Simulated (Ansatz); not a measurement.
## Run report: CH$_{7}$AlBNO$_{2}$, geometry relaxation (part 2 of 2)

CH$_{7}$AlBNO$_{2}$; RHF/def2-SVP (Ansatz 0.2.0). The run did not end well. It belongs to a series of runs on one base structure; here: end point B relaxed.

Geometry of the input (Å):
```
O  0.7402  -2.5958  -0.3248
C  -0.2175  -1.5209  -0.0442
O  -0.7849  -1.7304  1.2222
N  0.5535  -0.2106  -0.0993
B  -0.5023  0.9373  0.0357
Al 0.1992  2.9020  0.0679
H  0.8788  -2.5191  -1.3120
H  1.0745  -0.6170  0.7038
H  0.0138  -1.7112  1.9150
H  0.9122  -0.1197  -1.0202
H  -1.6743  0.7576  0.2148
H  1.7817  3.1752  -0.0806
H  -0.8684  4.1296  0.2306
```

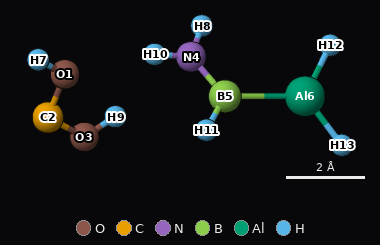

The geometry at step 29 of the log (ball-and-stick view, seen on its broad side; atoms are numbered from 1 in the order of the input).

```
Unfinished report: {"positions_ang":[[0.09437165516132344,-2.9157938807994195,-0.26886608880656754],[-0.3125970805697095,-3.0394402608588655,0.9754977602465139],[-0.2567706742469593,-1.880653547607917,1.537533315935494],[0.8522664444815976,0.35389178340277117,-0.5638564394138962],[-0.16127617538605138,1.322189203720719,-0.547639187385437],[0.05889831260855524,3.174813517305732,0.5658441077416463],[0.051712371736370784,-3.7614203784122497,-0.690979401728985],[1.7503721030848753,0.4868268726414912,-0.1434546695618306],[0.049698442170104,-1.189122217001881,0.9486854267888095],[0.8010202732743685,-0.476292868556196,-1.122487805841638],[-1.1544623313159184,1.0412077785069558,-1.1762937850291748],[1.4397738276900194,3.517670891166164,1.284579283015088],[-1.1064871686885764,4.243133106492701,0.7103474840399775]],"unchecked":["starts","cluster_reference","orbital_swaps","neighbouring_geometries","increment"],"mean_field":{"relativity":"none","state":{"energy":{"ev":-13942.82162137163,"hartree":-512.3892438014743},"converged":true,"gradient_ev":0.00008791766844254198,"stability":{"kind":"minimum","curvature_ev":21.757339055841985},"curvature_floor_ev":0.00030000000000000003,"spin_squared":3.907985046680551e-14},"others":[],"fillings":{"estimated":0,"unestimated":0,"tried":0,"untried":0,"excluded_magnetic_sites":0},"n_dropped_functions":0,"n_trapped_functions":0,"passes":{"evaluations":4,"products":33},"factors":{"origin":"Cholesky decomposition","count":1328,"bound_ev":0.0007559031018048297},"gradient_stop_ev":0.00009,"reference_kind":"stationary","symmetry":{"irreps":["A"],"axes":[[0.9974899017590455,-0.010708770459913145,0.06999441494838589],[0.009733564066975384,0.999850959808281,0.01425888849151799],[-0.07013667813123188,-0.013541802158366891,0.9974454701761994]],"occupied":[{"A":27},{"A":27}]},"held":{"pivots":1328,"left_out":8,"joined":0},"density_repulsion":{"missed_ev":0.000025391032321018893,"excess_ev":1.0680612890157453e-9,"most_excess_ev":0.0001458,"are_drawn_again":false,"n_first_factors":1328,"energy_change_ev":0.0,"n_dropped_ends":0}},"factors":{"origin":"Cholesky decomposition","count":1328,"bound_ev":0.0007559031018048297},"n_frozen":0,"n_occupied":[27,27],"n_virtual":[96,96],"reference":{"ev":-13942.82162137163,"hartree":-512.3892438014743},"total":{"ev":-13942.82162137163,"hartree":-512.3892438014743},"forces_ev_per_angstrom":[[0.004162665883918763,0.0020994307637054533,-0.009878194312774164],[-0.003714144000474133,0.016025560203724636,0.022135948676718243],[0.004199300071184488,-0.018257263826563706,-0.022110632226193947],[-0.009323733197635286,0.012011842883673459,0.0029973794284789456],[-0.013041031752188782,-0.01316705852881498,-0.019791491257482457],[-0.005102116388438819,0.0037899745001090997,0.015254762558229584],[0.0003756087056329468,0.004899313405208405,0.00384505253187871],[0.004272755300506633,0.003089443295892398,0.0020073583051918842],[-0.004082129765283282,-0.005099822406907475,0.006266992466917609],[-0.004754637775598028,-0.010788297388048394,-0.006194182167455207],[0.024535654082403983,0.006903430580172191,0.016321593906561023],[-0.005447280295433612,-0.0002554635053702066,-0.0059422632067124455],[0.007919089129479941,-0.0012510899750080666,-0.004912324707322353]],"charge_distribution":{"dipole_moment_e_ang":[0.4219926328316277,-0.1569540006258493,-0.6554277249133974],"mulliken_charges_e":[-0.32330794456130363,0.17449819532920952,-0.2904843416861862,-0.25397209083818684,-0.18441588784272334,0.7483021841062047,0.22337252493184323,0.14977344878306864,0.18849689018378268,0.15125573156527494,-0.07091765677259088,-0.2602021961271854,-0.2523988570711726],"lowdin_charges_e":[0.12271697641148993,-0.21571764915195146,0.160501871441328,0.2748576318577207,-0.35159436604842575,0.438590915616075,-0.031013925194643743,0.014061859720065129,-0.05877609999391842,0.001157117429592125,-0.043754925569418734,-0.15790694190993637,-0.1531224646079694]},"n_threads":2,"memory_gib":2.556818182580173,"seconds":{"hamiltonian":3.68630429,"orbitals":0.0,"second_order":0.0,"solver_start":0.0,"cycles":0.0,"cycle":0.0,"perturbative":0.0,"full_ci_increment":0.0,"forces":0.0}}
this run last wrote the structure of step 49 to [file]
Error: geometry relaxation did not converge after 50 steps: max|allowed force component| = 2.45e-2 eV/Å (threshold 2.0e-2). Raise `relax.max_steps` over both its present limit and 50, loosen `relax.f_tol`, or start from a geometry closer to equilibrium. Where this run's directory can be resumed (`checkpoint.write`), a resume goes on for up to `relax.max_steps` more
```

## Trajectory as extended XYZ (Å, eV, eV/Å), 8 of the 50 frames kept, from step=1 to step=50
```
13
Properties=species:S:1:pos:R:3:forces:R:3 step=1 energy=-13937.65637
O     0.7402   -2.5958   -0.3248    0.1477   2.7838  -1.4880
C    -0.2175   -1.5209   -0.0442   -4.1470  -3.7881  -3.2257
O    -0.7849   -1.7304    1.2222    5.5011   1.5701   0.9006
N     0.5535   -0.2106   -0.0993   -2.5597  -1.5849   3.4836
B    -0.5023    0.9373    0.0357    0.4603  -0.5599   0.6405
Al    0.1992    2.9020    0.0679    0.3001   1.7665  -0.1772
H     0.8788   -2.5191   -1.3120   -0.5461  -0.6898   2.8758
H     1.0745   -0.6170    0.7038    1.6954   2.5531  -1.0506
H     0.0138   -1.7112    1.9150   -2.9848  -0.5817  -1.8210
H     0.9122   -0.1197   -1.0202    1.5149  -0.3390  -0.0854
H    -1.6743    0.7576    0.2148    0.4272  -0.7188  -0.0862
H     1.7817    3.1752   -0.0806   -0.3597   0.0634   0.0645
H    -0.8684    4.1296    0.2306    0.5505  -0.4747  -0.0309
13
Properties=species:S:1:pos:R:3:forces:R:3 step=8 energy=-13940.46207
O     0.7510   -2.6713   -0.1626   -0.2660  -0.4570  -0.6800
C    -0.4052   -1.9618   -0.1277   -0.4087  -1.3926   0.8214
O    -0.7626   -1.9540    1.1609    0.3699   0.0795  -0.5276
N     0.4850   -0.0643   -0.1208    0.6598   1.0346  -0.0910
B    -0.4484    1.0935    0.0620   -0.0037  -0.1564  -0.1739
Al    0.1928    3.2154    0.0709    0.0641  -0.1552   0.2078
H     0.8040   -3.1483   -0.9920    0.0358   0.7093   0.5283
H     1.2408   -0.0343    0.5554   -0.0195   0.1056  -0.1649
H    -0.0574   -2.3422    1.6796   -0.2871   0.1309  -0.0622
H     0.9589   -0.0397   -1.0206   -0.2246   0.1055   0.3120
H    -1.6134    0.7986    0.1800    0.0858   0.0430  -0.0383
H     1.7369    3.5426   -0.1475   -0.0311   0.0497  -0.0557
H    -0.7758    4.4427    0.3714    0.0253  -0.0969  -0.0758
13
Properties=species:S:1:pos:R:3:forces:R:3 step=15 energy=-13942.39159
O     0.5429   -3.0837   -0.0490    0.3239  -0.0732  -0.3501
C    -0.7169   -2.7430    0.0659    0.0134  -0.0180   0.0368
O    -0.9018   -2.3489    1.2797    0.0966  -0.0116   0.1887
N     0.7942    0.4259   -0.1861   -0.2555  -0.6835  -1.9119
B    -0.3067    1.3063   -0.0775    0.1503  -0.1917  -0.0958
Al    0.1403    3.3869    0.3241   -0.0258   0.0031   0.0754
H     0.7359   -3.3606   -0.9377   -0.1989   0.0112   0.2781
H     1.7382    0.7445   -0.0384   -0.2813  -0.1850  -0.0959
H    -0.0883   -2.3667    1.7913   -0.2574   0.0159  -0.1512
H     0.7321   -0.3062   -0.9328    0.2167   0.9815   1.8519
H    -1.3759    0.8673   -0.4532    0.2203   0.1006   0.0501
H     1.6683    3.7774    0.0666    0.0018   0.0780   0.0794
H    -0.8560    4.5778    0.6561   -0.0040  -0.0273   0.0442
13
Properties=species:S:1:pos:R:3:forces:R:3 step=22 energy=-13942.74717
O     0.4398   -2.9556   -0.2143   -0.1448  -0.0262   0.0002
C    -0.7193   -3.2311    0.3499    0.1628   0.0557   0.0012
O    -0.8487   -2.4730    1.3847    0.1315   0.0526   0.0160
N     0.8557    0.4607   -0.3187   -0.0012  -0.0019  -0.0279
B    -0.1923    1.3818   -0.2651    0.0481   0.0023  -0.0530
Al    0.1676    3.4456    0.3050   -0.0125   0.0051   0.0078
H     0.5553   -3.5097   -0.9735   -0.0120   0.0017   0.0255
H     1.8125    0.7014   -0.1544   -0.0250  -0.0240   0.0466
H    -0.0945   -1.8958    1.5202   -0.1589  -0.0687  -0.0584
H     0.7358   -0.4902   -0.6099    0.0184   0.0289  -0.0060
H    -1.2811    0.9582   -0.5719   -0.0070  -0.0169   0.0519
H     1.6536    4.0269    0.3171    0.0018  -0.0026   0.0038
H    -0.9778    4.4578    0.7399   -0.0013  -0.0059  -0.0078
13
Properties=species:S:1:pos:R:3:forces:R:3 step=29 energy=-13942.78896
O     0.2949   -2.8500   -0.3538   -0.0897  -0.1241   0.0343
C    -0.5524   -3.2662    0.5663    0.0887   0.0635  -0.0623
O    -0.7229   -2.3153    1.4174    0.0774   0.1216   0.0094
N     0.9019    0.3983   -0.2952   -0.0033  -0.0492  -0.0389
B    -0.1589    1.3060   -0.2529   -0.0177   0.0043   0.0539
Al    0.1438    3.3719    0.3446   -0.0014   0.0154  -0.0107
H     0.4260   -3.5461   -0.9826    0.0083   0.0498   0.0070
H     1.8508    0.6489   -0.1036    0.0022  -0.0035   0.0144
H    -0.2169   -1.5267    1.2119   -0.0879  -0.1031   0.0186
H     0.8060   -0.5412   -0.6317    0.0158   0.0345  -0.0048
H    -1.2403    0.8587   -0.5556    0.0123   0.0066  -0.0274
H     1.6166    3.9805    0.4190   -0.0052  -0.0085   0.0082
H    -1.0420    4.3581    0.7253    0.0006  -0.0074  -0.0017
13
Properties=species:S:1:pos:R:3:forces:R:3 step=36 energy=-13942.80920
O     0.1724   -2.8487   -0.3803   -0.0379  -0.0614   0.0363
C    -0.4063   -3.2090    0.7473    0.0287   0.0392  -0.0357
O    -0.4720   -2.1779    1.5178    0.0528   0.0329  -0.0871
N     0.8654    0.3532   -0.3357    0.0371   0.0097   0.0003
B    -0.1537    1.3115   -0.3846   -0.0832  -0.0241   0.0082
Al    0.1153    3.3194    0.4078    0.0300  -0.0272   0.0058
H     0.2203   -3.5988   -0.9570   -0.0097   0.0420   0.0503
H     1.7856    0.5420    0.0108   -0.0412  -0.0087  -0.0279
H    -0.1072   -1.3849    1.1210   -0.0314  -0.0484   0.0405
H     0.7885   -0.5442   -0.7757    0.0033   0.0130   0.0089
H    -1.1901    0.9374   -0.8897    0.0850   0.0442   0.0091
H     1.5825    3.8868    0.6804   -0.0344  -0.0101  -0.0013
H    -1.0943    4.2903    0.7468    0.0010  -0.0011  -0.0073
13
Properties=species:S:1:pos:R:3:forces:R:3 step=43 energy=-13942.81948
O     0.0902   -2.8961   -0.3173   -0.0105  -0.0164   0.0199
C    -0.3270   -3.0969    0.9148    0.0123   0.0045  -0.0282
O    -0.2949   -1.9720    1.5415   -0.0057   0.0176   0.0118
N     0.8592    0.3434   -0.4775   -0.0137  -0.0129  -0.0014
B    -0.1452    1.3203   -0.5045    0.0387   0.0299  -0.0444
Al    0.0724    3.2263    0.5154    0.0308  -0.0074   0.0360
H     0.0640   -3.7171   -0.7867    0.0028   0.0049  -0.0038
H     1.7611    0.4892   -0.0690   -0.0173  -0.0179   0.0199
H     0.0047   -1.2420    0.9976    0.0038  -0.0074   0.0095
H     0.7967   -0.5114   -0.9978    0.0220   0.0346  -0.0126
H    -1.1313    1.0272   -1.1344   -0.0446  -0.0281   0.0155
H     1.4969    3.6840    1.0692   -0.0245  -0.0008  -0.0113
H    -1.1403    4.2219    0.7577    0.0059  -0.0005  -0.0110
13
Properties=species:S:1:pos:R:3:forces:R:3 step=50 energy=-13942.82054 accepted=F
O     0.1149   -2.9201   -0.2503    0.0025   0.0107  -0.0008
C    -0.3066   -3.0229    0.9913    0.0029   0.0153   0.0040
O    -0.2537   -1.8549    1.5339    0.0168   0.0121  -0.0405
N     0.8406    0.3592   -0.5977   -0.0039   0.0267   0.0072
B    -0.1764    1.3236   -0.5555   -0.0129  -0.0550   0.0448
Al    0.0532    3.1531    0.5928    0.0187   0.0972  -0.0503
H     0.0762   -3.7718   -0.6599   -0.0030  -0.0122   0.0013
H     1.7445    0.4901   -0.1890   -0.0039   0.0045   0.0072
H     0.0618   -1.1751    0.9351   -0.0184  -0.0257   0.0347
H     0.7830   -0.4681   -1.1595   -0.0064  -0.0135  -0.0258
H    -1.1794    1.0441   -1.1673    0.0159   0.0109  -0.0050
H     1.4130    3.4341    1.3819   -0.0568  -0.0125  -0.0018
H    -1.0645    4.2856    0.6532    0.0487  -0.0585   0.0248
```

## What the run reported

| quantity | value |
| --- | --- |
| outcome | not converged |
| hardware | 2 threads of AMD EPYC (Zen 3), 24 GiB of memory available, shared host |
| wall time | 4 min (CPU time 7.3 min) |
| peak memory | 0.29 GiB |

## Diagnosis

The run did not converge: “geometry relaxation did not converge after 50 steps: max|allowed force component| = 2.45e-2 eV/Å (threshold 2.0e-2). Raise `relax.max_steps` over both its present limit and 50, loosen `relax.f_tol`, or start from a geometry closer to equilibrium …” Its last values are not results.
